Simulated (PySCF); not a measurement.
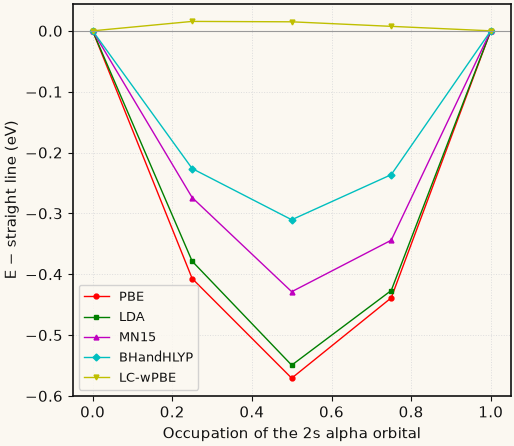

One 2s alpha orbital of neutral lithium ([He] 2s) is emptied in steps. The plot gives the energy less the straight line between the integer ends. PySCF, def2-TZVPPD, non-relativistic, unrestricted single determinants, no spin-orbit coupling.

> What do the curves say about each method?

PBE: convex (delocalisation error), largest departure −0.57 eV, removal energy 5.586 eV; LDA: convex (delocalisation error), largest departure −0.55 eV, removal energy 5.471 eV; MN15: S-shaped, concave at low filling and convex at high, largest departure −0.43 eV, removal energy 5.103 eV; BHandHLYP: convex (delocalisation error), largest departure −0.31 eV, removal energy 5.514 eV; LC-wPBE: nearly straight, largest departure 0.015 eV, removal energy 5.578 eV. The measured removal energy is 5.392 eV. The exact energy is a straight line between whole electron numbers.
